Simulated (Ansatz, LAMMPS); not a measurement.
# As in place of Si at several sites of amorphous Si (81 atoms), part 3 of 3

At which site of amorphous Si (81 atoms) does As in place of Si cost least, and what about the site decides it?

Ansatz 0.2.0; Kohn-Sham DFT, PBE, PAW (set soft_2), plane waves.

The cell: 81 Si. The quench rate of 5 K/ps far exceeds what a furnace or splat quench reaches. The network of bonds at the start is that of the classical potential that made the cell. Only the Γ point is sampled, in a cell whose shortest periodic width is 12 Å.

So far. Step 9 (As on a site of Si, site Si28): The relaxation converged after 5 steps, 0.202 eV below its start, with a largest force component of 0.025 eV/Å.

## 9. As on a site of Si, site Si28 (continued)

Local excerpt of 10 atoms (numbers count through the whole input) about the As atom, after relaxation; x, y, z are measured from there.

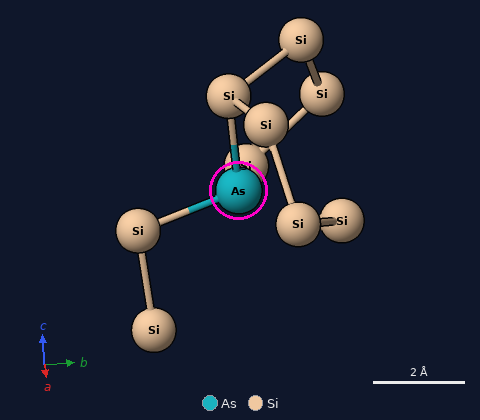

The atoms of the table, within 3.9 Å (arrows a, b, c point along x, y, z); some may hide others; the central atom is ringed.

```tsv
atom	x	y	z	distance (Å)	bonds
As28	0.00	0.00	0.00	0.00	3
Si47	0.41	-0.17	2.36	2.40	4
Si14	0.65	-2.28	-0.59	2.44	4
Si25	-2.46	0.29	-0.30	2.50	4
Si60	1.65	2.17	-0.24	2.74	3
Si42	-2.44	2.02	1.29	3.42	4
Si81	-1.00	1.54	3.09	3.59	4
Si16	0.68	-2.02	-2.91	3.61	4
Si46	2.64	0.54	2.43	3.63	4
Si77	3.67	1.12	0.43	3.87	4
```

The column of bonds counts only the pairs Si-Si within 2.83 Å, Si-As within 2.62 Å; other neighbours, such as metal atoms beside each other in a compound, aren't counted, and periodic images can show an atom twice.

The largest move is 0.17 Å, by Si60.

## 10. As on a site of Si, site Si44

The site has 4 bonded neighbours (Si4) at 2.37 Å on average. 

input.yaml reads:

```yaml
crystal:
  lattice:
    - [11.8225, 0.0, 0.0]
    - [0.0, 11.8225, 0.0]
    - [0.0, 0.0, 11.8225]
  atoms:
    [... atom lines 1 to 40 left out ...]
    - { symbol: Si, position: [0.20439, 0.57769, 0.01861] }
    - { symbol: Si, position: [0.58006, 0.59691, 0.62798] }
    - { symbol: Si, position: [0.37992, 0.01566, 0.57261] }
    - { symbol: As, position: [0.61344, 0.7867, 0.57794] }
    - { symbol: Si, position: [0.46359, 0.24892, 0.72337] }
    - { symbol: Si, position: [0.01101, 0.47397, 0.72653] }
    - { symbol: Si, position: [0.82228, 0.41448, 0.71838] }
    [... atom lines 48 to 81 left out ...]
kpoints:
  mp_grid: { grid: [1, 1, 1] }
hamiltonian:
  xc: pbe
scf:
  occupations: { method: fermi_dirac, width: 0.025 }
output:
  forces: true
  eigenvalues: true
relax:
  f_tol: 0.05
  max_steps: 90
```

Command:

```sh
ansatz run input.yaml --threads 4 --pin off --max-ram 8192MiB --backend cpu --events-out ev --progress --plain --runs-dir out
```

Numbers of over 12 decimals in the logs are rounded to 6 here.

Log:

```text
[...]
Crystal: 81 atoms, lattice volume = 1652.449 Å³
Basis set: ecut = 420 eV, 32423 PW (Γ), exchange–correlation on 160×160×160 points (8 copies of the dense FFT grid, shifted against one another)
Bands: 249, of which v1, the nominal top of the filled ones, is band 168 counted from 1 (167 counted from 0)
Symmetry: 1 space group operations
[...]
k-points: 1
[...]
SCF iter   1: F=—  HF=-55703.602167 eV  |F-HF|=—  |Δ(HF+E_count)|=         —  Δρ=3.20e-3  dr2=4.25e-1  ethr=1.77e-3  ⟨swp⟩=7.0  Hψ=1140  notcnv=0  defer=39
[...]
SCF iter   6: F=—  HF=-55703.547608 eV  |F-HF|=—  |Δ(HF+E_count)|=   1.93e-4  Δρ=3.11e-5  dr2=6.41e-5  ethr=1.69e-7  ⟨swp⟩=2.0  Hψ=349  notcnv=0  defer=68
SCF iter   7: F=-55703.547656 eV  HF=-55703.547657 eV  |F-HF|=1.20e-6  |Δ(HF+E_count)|=   4.92e-5  Δρ=1.43e-5  dr2=2.09e-5  ethr=1.87e-8  ⟨swp⟩=15.0  Hψ=1450  notcnv=0
SCF 1 converged in 7 iterations: F = -55703.547656 eV  dr2 = 2.09e-5
[...]
relax step   1: F+E_penalty+E_count = -55703.54765574 eV  Δ(F+E_penalty+E_count) = +0.000e0 eV  max|allowed force component| = 7.927e-1 eV/Å  Δτ_max = 0.0000 Å  (7 SCF iters, dr2 threshold 6.25e-5 eV, accepted)
[...]
relax step   2: F+E_penalty+E_count = -55703.69532912 eV  Δ(F+E_penalty+E_count) = -1.477e-1 eV  max|allowed force component| = 2.526e-1 eV/Å  Δτ_max = 0.1084 Å  (5 SCF iters, dr2 threshold 3.93e-5 eV, accepted)
[...]
relax step   3: F+E_penalty+E_count = -55703.71904445 eV  Δ(F+E_penalty+E_count) = -2.372e-2 eV  max|allowed force component| = 6.976e-2 eV/Å  Δτ_max = 0.0384 Å  (6 SCF iters, dr2 threshold 3.99e-6 eV, accepted)
[...]
relax step   4: F+E_penalty+E_count = -55703.72271075 eV  Δ(F+E_penalty+E_count) = -3.666e-3 eV  max|allowed force component| = 3.895e-2 eV/Å  Δτ_max = 0.0177 Å  (7 SCF iters, accepted)
SCF converged after 7 iterations
Free energy (F): -55703.722711 eV
[...]
Internal energy: -55703.687862 eV  (E = F + TS)
E sigma→0 (E₀):  -55703.705286 eV
Entropy (-TS):   -0.034849 eV (-0.430 meV/atom)
Fermi energy:    6.217281 eV
[...]
Σ components = -55703.722711   (vs F -55703.722711, Δ=0.00e0)
--- Forces (eV/Å), atoms counted from 1 ---
  atom   1  Si    -0.00088820    -0.00925554    -0.00205239
  atom   2  Si     0.00412412     0.00492338     0.00774048
  atom   3  Si     0.00110810     0.00477591     0.00394722
  atom   4  Si    -0.00195402    -0.00751756     0.00496868
[...]
atom  81  Si    -0.00321040     0.00194150     0.00664104
  max |Σ_I F_I| component: 4.37e-5 eV/Å
--- Band table (eV) ---
[...]
--- Relaxed structure (4 steps of the walk, 4 accepted, 0 SCFs on fresh bases) ---
  F+E_penalty+E_count = -55703.72271075 eV   max|allowed force component| = 3.895e-2 eV/Å
  atoms:
    - { symbol: Si, position: [0.427417, 0.429217, 0.809940] }
    - { symbol: Si, position: [0.011711, 0.501148, 0.217179] }
    - { symbol: Si, position: [0.740585, 0.086852, 0.539818] }
    - { symbol: Si, position: [0.809164, 0.920709, 0.444238] }
[...]
- { symbol: Si, position: [0.702324, 0.557907, 0.782878] }
```

Wall time 26 s (4 threads of Intel Xeon 6975P-C (Granite Rapids), shared host); peak memory 1.7 GiB; 95 s of CPU time.

The relaxation converged after 4 steps, 0.175 eV below its start, with a largest force component of 0.039 eV/Å.

## 11. The sites compared

All these cells hold the same atoms, so their energies can be compared with no chemical potential.

```tsv
site	neighbours	mean distance (Å)	atoms within 6 Å	energy over the best site (eV)	before relaxation (eV)	gain on relaxing (eV)
Si48	Si3	2.32	44	0.00	0.00	0.12
Si44	Si4	2.37	43	0.42	0.48	0.18
Si55	Si5	2.55	43	0.68	0.89	0.33
Si72	Si4	2.33	46	0.74	0.79	0.17
Si28	Si4	2.42	43	0.82	0.91	0.20
Si20	Si4	2.39	48	0.88	0.96	0.20
```

Neighbours are those of the relaxed host within 2.83 Å (Si-Si); other pairs aren't counted.

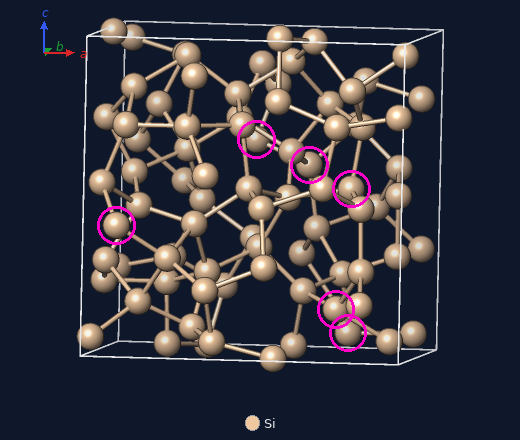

The relaxed cell with the tried sites ringed. Bonds to atoms that aren't drawn are left out. Some periodic images of atoms are drawn too.

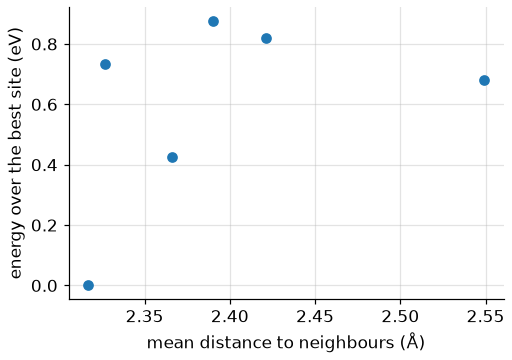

Site energy against the site's surroundings.

## 12. Findings

The cheapest site is Si48 (3 neighbours, Si3); the dearest, Si20 (4 neighbours, Si4), costs 0.88 eV more. By coordination the energies over the best site are 0.00 eV with 3 neighbours, 0.42 to 0.88 eV with 4 neighbours and 0.68 eV with 5 neighbours. Relaxation gains 0.12 to 0.33 eV and leaves the best site the same.

Caveats: Defects are neutral and interact with their images. In a disordered cell the relaxation can also rearrange atoms far from the site. Only 6 of the 81 Si sites were tried; unless symmetry makes the others alike to these, a cheaper one may exist. The change leaves an odd electron count, and these runs have no spin polarisation.

The DFT runs together took 4 min of wall time.

[Logs are printed without paths, hosts, clocks, repeated set-up lines and the standing remarks that a program may print on its own settings, such as how far it seeks lower states.]

[Hosts, paths, dates, database ids (printed as entryN), source tags and the programs' standing remarks are cut or masked in the printed files.]
